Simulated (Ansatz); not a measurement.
# B3LYP/6-31G(d) (spherical functions) run of GeSiH6O (SMILES [OH][GeH2][SiH3])

Aim: the electronic atomisation energy of GeSiH6O at B3LYP/6-31G* (spherical functions), from 5 runs. 

The calculation is run with Ansatz 0.2.0.

63 further runs of the same task are left out: 63 set aside as unsound or not needed. Runs told in other sessions of the task aren't counted.

### 1 The structure to begin with

GeSiH6O: 9 atoms, total charge 0, spin state singlet. SMILES: `[OH][GeH2][SiH3]`. Geometry: relaxed at PBE0-D4/def2-TZVP. This is one conformer, not always the lowest.

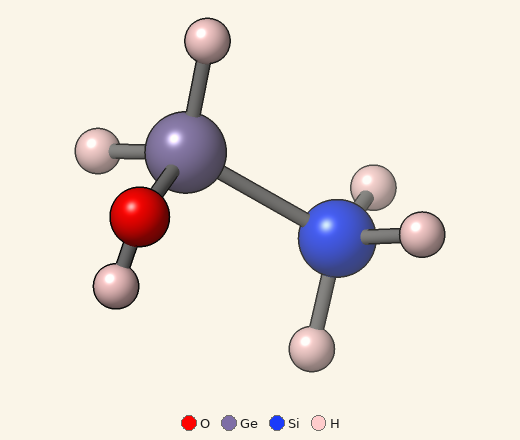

The structure, seen from a chosen angle (oxygen red, germanium purple, silicon blue, hydrogen pink).

### 2 A single-point energy at B3LYP/6-31G(d) (spherical functions)

File in.yaml:

```yaml
crystal:
  periodic: [false, false, false]
  atoms:
    - symbol: O
      position_ang: [-1.665400, 1.003200, -0.854800]
    - symbol: Ge
      position_ang: [0.086300, 0.899600, -0.495500]
    - symbol: Si
      position_ang: [0.525800, -1.010700, 0.870400]
    - symbol: H
      position_ang: [-1.973400, 0.267900, -1.389000]
    - symbol: H
      position_ang: [0.873700, 0.832100, -1.824400]
    - symbol: H
      position_ang: [0.388100, 2.226700, 0.215900]
    - symbol: H
      position_ang: [1.986000, -1.132800, 1.128400]
    - symbol: H
      position_ang: [0.060100, -2.236200, 0.166300]
    - symbol: H
      position_ang: [-0.192800, -0.896100, 2.165800]
basis:
  gaussian: {orbitals: 6-31G_st_-spherical.json}
hamiltonian: {xc: {name: B3LYP}}
accuracy: high
output: {orbitals: {seedname: orbitals}}
```

The basis set 6-31G* is read from a file made from the Basis Set Exchange's data (not shown).

Run with:

```sh
ansatz run in.yaml --threads 1 --pin off --max-ram 3480MiB --events-out events.jsonl --progress --plain --runs-dir runs
```

Log:

```text
Warning: RAYON_NUM_THREADS=1 ignored (pool sized by the plan → 1); use --threads N
Functional definition: B3LYP
  name "B3LYP"
  parameter a0 = 0.2
  parameter ax = 0.72
  parameter ac = 0.81
  exchange = (1 - a0 - ax)*slater_x + ax*b88_x + a0*exact_x
  correlation = (1 - ac)*vwn_rpa_c + ac*lyp_c
1676 factors; integrals over basis functions are off by at most 1.1e-8 eV
mean field evaluation 1: about -66529.3939 eV, gradient 5.2e1 eV
mean field evaluation 2: about -66512.1522 eV, gradient 1.1e2 eV
mean field evaluation 4: about -66534.0414 eV, gradient 3.2e0 eV
mean field evaluation 8: about -66534.2031 eV, gradient 2.1e-1 eV
mean field evaluation 16: about -66534.2032 eV, gradient 6.1e-6 eV
mean field -66534.20317253 eV, -2445.0868680879 hartree, gradient 7.8e-8 eV, S^2 0.000000; 0 other end points of the search recorded, 0 dependent functions left out
reference -66534.20321774 eV, -2445.0868697493 hartree; 30, 30 occupied and 46, 46 virtual orbitals, 1676 factors
Total energy: -66534.20321774 eV, -2445.0868697493 hartree
```

It took 8.1 s on 1 thread of Arm Neoverse V1, shared host; peak memory 0.26 GiB.

### 3 The Ge atom at the same level

File molecule.yaml:

```yaml
crystal:
  periodic: [false, false, false]
  atoms:
    - {symbol: Ge, position_ang: [0.000000, 0.000000, 0.000000]}
basis:
  gaussian: {orbitals: 6-31G_st_-spherical.json}
hamiltonian: {xc: {name: B3LYP}}
magnetization: {spin_polarized: true, initial_magnetization: 2}
accuracy: high
```

The basis set 6-31G* is read from a file made from the Basis Set Exchange's data (not shown).

Run the same way, it converges to -2076.68559 Eh (log not shown).

### 4 The H atom at the same level

File job.yaml:

```yaml
crystal:
  periodic: [false, false, false]
  atoms:
    - {symbol: H, position_ang: [0.000000, 0.000000, 0.000000]}
basis:
  gaussian:
    orbitals: "6-31G*"
magnetization:
  spin_polarized: true
  initial_magnetization: 1
hamiltonian:
  xc: {name: B3LYP}
accuracy: high
```

Run the same way, it converges to -0.50027 Eh (log not shown).

### 5 The O atom

File run.yaml:

```yaml
crystal:
  periodic: [false, false, false]
  atoms:
    - {symbol: O, position_ang: [0.000000, 0.000000, 0.000000]}
basis:
  gaussian: {orbitals: 6-31G_st_-spherical.json}
magnetization: {spin_polarized: true, initial_magnetization: 2}
hamiltonian: {xc: {name: B3LYP}}
accuracy: high
```

The basis set 6-31G* is read from a file made from the Basis Set Exchange's data (not shown).

Run the same way, it converges to -75.05940 Eh (log not shown).

### 6 The Si atom at the same level

File input.yaml:

```yaml
basis:
  gaussian: {orbitals: 6-31G_st_-spherical.json}
crystal:
  periodic: [false, false, false]
  atoms:
    - {symbol: Si, position_ang: [0.000000, 0.000000, 0.000000]}
total_charge: 0
magnetization: {spin_polarized: true, initial_magnetization: 2}
hamiltonian: {xc: {name: B3LYP}}
accuracy: high
```

The basis set 6-31G* is read from a file made from the Basis Set Exchange's data (not shown).

Run with:

```sh
ansatz run input.yaml --threads 1 --pin off --max-ram 3480MiB --events-out events.jsonl --progress --plain --runs-dir runs
```

Log (excerpt; [...] marks lines left out):

```text
Warning: RAYON_NUM_THREADS=1 ignored (pool sized by the plan → 1); use --threads N
[... 7 set-up lines as earlier in the session ...]
141 factors; integrals over basis functions are off by at most 2.6e-9 eV
mean field evaluation 1: about -7874.0967 eV, gradient 2.2e0 eV
mean field evaluation 2: about -7874.1484 eV, gradient 6.3e-1 eV
mean field evaluation 4: about -7874.1531 eV, gradient 1.2e-1 eV
mean field evaluation 8: about -7874.1532 eV, gradient 7.3e-5 eV
mean field evaluation 16: about -7874.1532 eV, gradient 4.4e-2 eV
mean field -7874.15323606 eV, -289.3697941324 hartree, gradient 3.7e-8 eV, S^2 2.001919; 1 other end points of the search recorded, 0 dependent functions left out
reference -7874.15325710 eV, -289.3697949057 hartree; 8, 6 occupied and 10, 12 virtual orbitals, 141 factors
Total energy: -7874.15325710 eV, -289.3697949057 hartree
```

Run time: 1 s. Hardware: 1 thread of Arm Neoverse V1, shared host.

### 7 What came out

Level: B3LYP/6-31G* (spherical functions).

```
                     quantity           value
       molecule: total energy  -2445.08687 Eh
        molecule: HOMO energy        -7.32 eV
        molecule: LUMO energy        -0.34 eV
      molecule: HOMO–LUMO gap         6.98 eV
        Ge atom: total energy  -2076.68559 Eh
                Ge atom: ⟨S²⟩           2.002
         H atom: total energy     -0.50027 Eh
                 H atom: ⟨S²⟩           0.750
         O atom: total energy    -75.05940 Eh
                 O atom: ⟨S²⟩           2.002
        Si atom: total energy   -289.36979 Eh
                Si atom: ⟨S²⟩           2.002
electronic atomisation energy       26.407 eV
```

What this shows: Taking the molecule apart into free atoms costs 26.41 eV (2548 kJ/mol), before zero-point energy and without spin-orbit coupling.
